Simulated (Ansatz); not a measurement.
The starting structures come from a database of crystals and need not be the phases stable at ambient conditions.

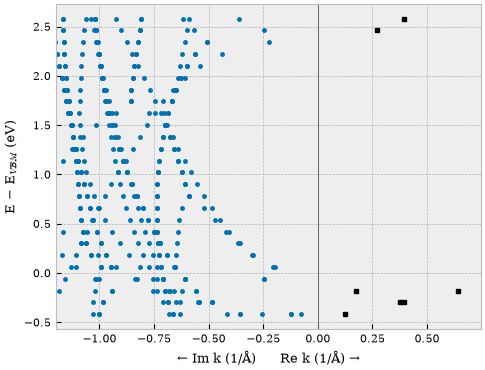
Complex bands at the centre of the two-dimensional zone; PBEsol run with Ansatz (a quantum-chemistry and plane-wave program)

The gap is the functional's own. No spin-orbit coupling. Mid-gap values are interpolated on the energy grid.

This is KAuF4 (I4/mcm, not sure to be the ambient phase, 12 atoms a cell, 17.0 Å³ an atom) along the normal of (110). Read off the slowest decay at the centre of the two-dimensional zone at 1.14 eV, the computed energy nearest the middle of the gap.

κ ≈ 0.61 1/Å, a decay length 1/(2κ) of the density of 0.82 Å.
